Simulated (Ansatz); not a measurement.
# Run report: Si₂PH₉, geometry relaxation (part 2 of 2)

The same run, continued: Si₂PH₉; RKS PBE/6-31G* (Ansatz 0.2.0). The input holds or restrains some coordinates. Forces given for the steps count only the free coordinates. It belongs to a series of runs on one base structure; here: pulled along the bonds that form and break, towards end A.

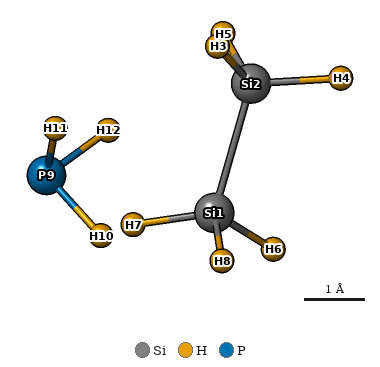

Fig. 1: The geometry at step 11 of the log (ball-and-stick view, seen at a tilt; atoms are numbered from 1 in the order of the input).

**Trajectory as extended XYZ, continued**
```
12
Properties=species:S:1:pos:R:3:forces:R:3 step=5 energy=-25172.08778
Si    0.2119    0.0017    0.1732   -0.9047   0.0678  -1.6824
Si    0.4474    0.0326    2.4549   -3.0125  -0.0494   1.0452
H    -1.0548   -0.3852    3.0368    1.6675   0.1950  -0.4436
H     1.1602   -1.0301    3.1340    1.0103  -0.4091   0.3248
H     0.3798    1.3869    3.0723    0.6466   0.2000   0.0223
H     1.5122   -0.0079   -0.5312    0.5693  -0.0475  -0.0998
H    -0.5853    1.1626   -0.4273    0.5772  -0.1176   0.4623
H    -0.5927   -1.1666   -0.4161    0.5406   0.1216   0.5339
P    -3.0926    0.2234    0.8520   -1.4751  -0.1841   0.5489
H    -3.0383   -0.9711    0.0123    0.4268   0.1923   0.5965
H    -2.7105   -0.5369    2.1610   -2.4730  -0.5993  -0.1332
H    -1.9680   -0.0212    1.6872    2.4269   0.6303  -1.1748
12
Properties=species:S:1:pos:R:3:forces:R:3 step=6 energy=-25173.08913
Si    0.1592    0.0096    0.2055    0.6170  -0.0856  -1.7036
Si    0.4449    0.0204    2.4705   -1.6365  -0.0569   1.1496
H    -0.9465   -0.3819    3.0060    0.4981  -0.0289  -0.0676
H     1.2504   -1.0311    3.1371    0.6059   0.0373  -0.0540
H     0.4591    1.3961    3.0686    0.5485   0.0260  -0.0567
H     1.5056   -0.0114   -0.5013   -0.0662  -0.0035   0.1826
H    -0.5574    1.1830   -0.3859    0.1260   0.1829   0.2460
H    -0.5663   -1.1798   -0.3649    0.1394  -0.1014   0.3157
P    -3.1865    0.2238    0.8421   -0.5435  -0.8071   1.2276
H    -3.0103   -0.9745    0.0445    0.0805   0.1652   0.2796
H    -2.9050   -0.5660    2.1315   -2.1342  -0.1866  -0.4527
H    -1.9778   -0.0006    1.5553    1.7650   0.8587  -1.0665
12
Properties=species:S:1:pos:R:3:forces:R:3 step=7 energy=-25173.82098
Si    0.1404    0.0116    0.2277    1.0412  -0.1109  -1.7011
Si    0.4525    0.0135    2.4855   -1.0198   0.0082   1.0893
H    -0.9047   -0.3864    3.0053    0.0442  -0.1263   0.1506
H     1.3123   -1.0244    3.1276    0.4452   0.1378  -0.1481
H     0.5161    1.3990    3.0641    0.4734  -0.0300  -0.0667
H     1.4953   -0.0107   -0.4806   -0.1828   0.0124   0.2136
H    -0.5491    1.1976   -0.3580    0.0024   0.2064   0.1861
H    -0.5582   -1.1895   -0.3332    0.0202  -0.1324   0.2361
P    -3.2113    0.1948    0.8573   -0.3199  -0.7102   1.4185
H    -3.0052   -0.9802    0.0576   -0.0003  -0.0413   0.0603
H    -3.0948   -0.6031    2.1218   -1.5860   0.0045  -0.5686
H    -1.9237    0.0656    1.4340    1.0821   0.7818  -0.8699
12
Properties=species:S:1:pos:R:3:forces:R:3 step=8 energy=-25174.35822
Si    0.1273    0.0102    0.2564    1.1607  -0.0794  -1.7630
Si    0.4582    0.0031    2.5058   -0.5925   0.0507   1.0862
H    -0.8791   -0.4019    3.0321   -0.1075  -0.1426   0.2682
H     1.3865   -1.0112    3.1045    0.2805   0.1752  -0.1842
H     0.5880    1.3975    3.0569    0.3596  -0.0837  -0.0607
H     1.4791   -0.0077   -0.4564   -0.1648   0.0133   0.2057
H    -0.5483    1.2129   -0.3186   -0.0106   0.1307   0.1497
H    -0.5574   -1.2023   -0.2926   -0.0246  -0.1028   0.1735
P    -3.2346    0.1492    0.8962   -0.2284   0.0006   0.0091
H    -3.0053   -1.0054    0.0649   -0.0941   0.0552   0.0978
H    -3.2808   -0.6277    2.0780   -0.7498  -0.4580   0.3682
H    -1.8642    0.1711    1.2819    0.1715   0.4408  -0.3504
12
Properties=species:S:1:pos:R:3:forces:R:3 step=9 energy=-25174.57723
Si    0.1245   -0.0189    0.2708    0.7594  -0.0759  -1.5616
Si    0.4257   -0.0158    2.5193   -0.1340   0.0773   1.0851
H    -0.8447   -0.4409    3.1916   -0.0068  -0.0799   0.0705
H     1.4839   -0.9714    2.9922    0.1146   0.1445  -0.0729
H     0.6491    1.3949    2.9932    0.2165  -0.0897   0.0145
H     1.4617   -0.0084   -0.4556   -0.1035  -0.0069   0.2218
H    -0.5983    1.1773   -0.2649    0.0292   0.0523   0.0346
H    -0.5597   -1.2599   -0.2109    0.0033  -0.0551   0.0403
P    -3.2415    0.1596    0.8437   -0.4405  -0.0656   0.1174
H    -2.8748   -0.9563    0.0131   -0.0309   0.0943   0.0565
H    -3.4407   -0.6875    1.9738   -0.4491  -0.2131   0.1215
H    -1.9159    0.3152    1.3428    0.0418   0.2178  -0.1277
12
Properties=species:S:1:pos:R:3:forces:R:3 step=10 energy=-25174.65926
Si    0.1026   -0.0533    0.2607    0.7134  -0.0771  -1.3719
Si    0.4105   -0.0268    2.5024    0.0455  -0.0065   1.1792
H    -0.7930   -0.5102    3.2613    0.0366  -0.0124  -0.0002
H     1.5557   -0.9176    2.8983    0.0394   0.0864  -0.0459
H     0.6685    1.3824    2.9592    0.0880  -0.0403   0.0084
H     1.4751    0.0122   -0.3768   -0.0700   0.0030   0.0730
H    -0.6467    1.1168   -0.2953   -0.0192   0.0102  -0.0032
H    -0.4948   -1.3375   -0.2271   -0.0352  -0.0106   0.0281
P    -3.2480    0.1875    0.8261   -0.5510   0.0355   0.0402
H    -2.7419   -0.8991    0.0390   -0.0392   0.0243   0.0379
H    -3.6258   -0.6826    1.8982   -0.2000  -0.1006   0.0276
H    -1.9928    0.4162    1.4628   -0.0084   0.0880   0.0268
12
Properties=species:S:1:pos:R:3:forces:R:3 step=11 energy=-25174.69159
Si    0.1238   -0.0457    0.2563    0.5671  -0.0772  -1.3021
Si    0.4268   -0.0216    2.4966    0.1274  -0.0100   1.1880
H    -0.7531   -0.5356    3.2750    0.0516   0.0060  -0.0276
H     1.6009   -0.8878    2.8546    0.0391   0.0377  -0.0058
H     0.6913    1.3815    2.9647    0.0459  -0.0134   0.0113
H     1.4946    0.0235   -0.3761   -0.0507   0.0068   0.0400
H    -0.6405    1.1188   -0.2933   -0.0367  -0.0057   0.0022
H    -0.4804   -1.3343   -0.2139   -0.0068   0.0008   0.0023
P    -3.2283    0.1980    0.7892   -0.5984   0.0059   0.0544
H    -2.7382   -0.9488    0.0819   -0.0280   0.0201   0.0390
H    -3.8004   -0.6126    1.8303   -0.1030   0.0030  -0.0526
H    -2.0271    0.3524    1.5437   -0.0074   0.0260   0.0509
12
Properties=species:S:1:pos:R:3:forces:R:3 step=12 energy=-25174.71095
Si    0.1446   -0.0436    0.2519    0.4190  -0.0528  -1.2544
Si    0.4485   -0.0169    2.4900    0.2544  -0.0088   1.2064
H    -0.7157   -0.5528    3.2737    0.0298   0.0019  -0.0082
H     1.6452   -0.8595    2.8334    0.0082   0.0089  -0.0013
H     0.7176    1.3812    2.9705   -0.0002   0.0011  -0.0042
H     1.5098    0.0422   -0.3799   -0.0156   0.0172  -0.0031
H    -0.6512    1.1087   -0.2833   -0.0141  -0.0222   0.0028
H    -0.4561   -1.3369   -0.2113    0.0085  -0.0013  -0.0004
P    -3.2051    0.2125    0.7647   -0.6496  -0.1972   0.2602
H    -2.7442   -0.9872    0.1226   -0.0587   0.0566   0.0459
H    -3.9670   -0.5410    1.7550    0.1794   0.2160  -0.2729
H    -2.0569    0.2812    1.6218   -0.1612  -0.0194   0.0291
12
Properties=species:S:1:pos:R:3:forces:R:3 step=13 energy=-25174.73368
Si    0.1810   -0.0543    0.2391    0.2977  -0.0553  -1.2418
Si    0.4542   -0.0222    2.4807    0.3844   0.0052   1.1881
H    -0.6812   -0.6108    3.2670    0.0063   0.0021  -0.0252
H     1.6858   -0.8188    2.8178   -0.0082   0.0243   0.0175
H     0.6737    1.3849    2.9622   -0.0157  -0.0138   0.0095
H     1.5351    0.1080   -0.4034   -0.0422   0.0084   0.0333
H    -0.6947    1.0445   -0.2866    0.0232  -0.0237  -0.0004
H    -0.3590   -1.3782   -0.2157   -0.0054  -0.0033  -0.0132
P    -3.1570    0.2500    0.7715   -0.6046  -0.0292   0.0451
H    -2.7925   -1.0012    0.1713   -0.0033   0.0216   0.0048
H    -4.0794   -0.3953    1.6768    0.0367   0.0720  -0.0795
H    -2.0967    0.1814    1.7284   -0.0689  -0.0085   0.0619
12
Properties=species:S:1:pos:R:3:forces:R:3 step=14 energy=-25174.73833
Si    0.1947   -0.0899    0.2311    0.2966  -0.0819  -1.1835
Si    0.4629   -0.0282    2.4725    0.3492   0.0131   1.1567
H    -0.6345   -0.6890    3.2503   -0.0318  -0.0187   0.0081
H     1.7379   -0.7408    2.8241    0.0338   0.0036   0.0121
H     0.5855    1.3884    2.9532   -0.0162   0.0256   0.0119
H     1.5380    0.1561   -0.3968    0.0148   0.0163  -0.0205
H    -0.7489    0.9412   -0.3054    0.0136   0.0304  -0.0100
H    -0.2568   -1.4441   -0.2252   -0.0371  -0.0469  -0.0058
P    -3.1213    0.3149    0.8181   -0.6069   0.1311  -0.0995
H    -2.8414   -0.9188    0.1464    0.0030  -0.0358  -0.0189
H    -4.1322   -0.2912    1.6416   -0.0411  -0.0093   0.0012
H    -2.1145    0.0892    1.7992    0.0222  -0.0276   0.1482
12
Properties=species:S:1:pos:R:3:forces:R:3 step=15 energy=-25174.74531
Si    0.2071   -0.0869    0.2259    0.2952  -0.0861  -1.2474
Si    0.4672   -0.0269    2.4685    0.3383   0.0257   1.2114
H    -0.6034   -0.7585    3.2260    0.0121   0.0016  -0.0101
H     1.7811   -0.6627    2.8320   -0.0066   0.0094   0.0056
H     0.4992    1.3923    2.9627   -0.0203  -0.0130   0.0000
H     1.5609    0.0775   -0.4108   -0.0083  -0.0210   0.0053
H    -0.6527    1.0163   -0.3124   -0.0302  -0.0221   0.0166
H    -0.3412   -1.4119   -0.2245    0.0078   0.0349  -0.0001
P    -3.1126    0.3005    0.8181   -0.5667   0.0924  -0.1058
H    -2.8658   -0.9564    0.1721   -0.0035   0.0074   0.0034
H    -4.1541   -0.2586    1.6390    0.0115   0.0040   0.0050
H    -2.1163    0.0631    1.8123   -0.0293  -0.0332   0.1160
12
Properties=species:S:1:pos:R:3:forces:R:3 step=16 energy=-25174.74473 accepted=F
Si    0.2325   -0.1277    0.2253    0.2046  -0.1193  -1.2608
Si    0.4832   -0.0430    2.4687    0.3913   0.1504   1.4324
H    -0.5112   -0.9170    3.2043    0.1612   0.1209  -0.0992
H     1.8802   -0.5051    2.8554   -0.2797   0.0931  -0.0468
H     0.3090    1.3862    2.9637    0.0364  -0.3214  -0.0818
H     1.5623    0.0583   -0.4531   -0.0067  -0.0082   0.0255
H    -0.6802    0.9485   -0.2823    0.0312  -0.0120  -0.0184
H    -0.3119   -1.4602   -0.2091    0.0184   0.0257   0.0035
P    -3.0722    0.3696    0.8365   -0.4688  -0.1168   0.0645
H    -2.9237   -0.8862    0.1448    0.0102   0.1265   0.0417
H    -4.1852   -0.1348    1.6081    0.1039   0.0477  -0.0174
H    -2.1133   -0.0007    1.8465   -0.2020   0.0135  -0.0432
12
Properties=species:S:1:pos:R:3:forces:R:3 step=17 energy=-25174.74843
Si    0.2132   -0.1023    0.2225    0.2780  -0.0953  -1.2609
Si    0.4739   -0.0350    2.4652    0.2992   0.0421   1.2939
H    -0.5674   -0.8299    3.2031    0.0307   0.0082  -0.0211
H     1.8167   -0.5953    2.8572   -0.0433   0.0263  -0.0326
H     0.4077    1.3816    2.9736   -0.0048  -0.0608  -0.0357
H     1.5614    0.0529   -0.4286   -0.0238   0.0047  -0.0011
H    -0.6658    0.9953   -0.2993    0.0255  -0.0144   0.0021
H    -0.3467   -1.4221   -0.2279    0.0154   0.0177   0.0178
P    -3.1013    0.3242    0.8159   -0.5860   0.0658  -0.0761
H    -2.8714   -0.9379    0.1711   -0.0026   0.0273   0.0200
H    -4.1439   -0.2222    1.6463    0.0137   0.0126  -0.0220
H    -2.1070    0.0785    1.8099   -0.0019  -0.0343   0.1156
```

The run was set up as follows.

**Input file**
```yaml
crystal:
  periodic: [false, false, false]
  atoms:
    - { symbol: Si, position_ang: [0.0, 0.0, 0.0] }
    - { symbol: Si, position_ang: [0.0, 0.0, 2.57] }
    - { symbol: H, position_ang: [-1.3148, -0.4067, 3.0574] }
    - { symbol: H, position_ang: [1.0096, -0.9353, 3.0574] }
    - { symbol: H, position_ang: [0.3052, 1.342, 3.0574] }
    - { symbol: H, position_ang: [1.3768, 0.0, -0.4862] }
    - { symbol: H, position_ang: [-0.6877, 1.1914, -0.4862] }
    - { symbol: H, position_ang: [-0.6877, -1.1914, -0.4862] }
    - { symbol: P, position_ang: [-2.3535, 0.0, 0.782] }
    - { symbol: H, position_ang: [-3.1199, -0.8853, -0.0213] }
    - { symbol: H, position_ang: [-2.4033, -0.4268, 2.1354] }
    - { symbol: H, position_ang: [-1.4553, 0.0, 2.0293] }
basis:
  gaussian: { orbitals: "6-31G*" }
hamiltonian:
  xc: pbe
relax:
  f_tol: 0.15
  max_steps: 25
  restrain:
    - { distance: [0, 8], at: 3.38, k: 30.0 }
    - { distance: [11, 1], at: 2.66, k: 30.0 }
    - { distance: [0, 1], at: 2.22, k: 30.0 }
    - { distance: [11, 8], at: 1.42, k: 30.0 }
```

Launched with:
```bash
ansatz run input.yaml --threads 1 --pin off --max-ram 2048MiB --backend cpu --events-out ev --progress --plain --runs-dir out
```

**Results in brief**

- outcome: converged under the restraints of the input
- total energy: −25174.7485 eV
- mean-field energy: −25174.7485 eV
- largest force (length of the vector) at the end, held atoms and coordinates included: 1.329 eV/Å
- hardware: 1 thread of Arm Neoverse V2, 24 GiB of memory available, shared host
- wall time: 44 s
- peak memory: 0.13 GiB
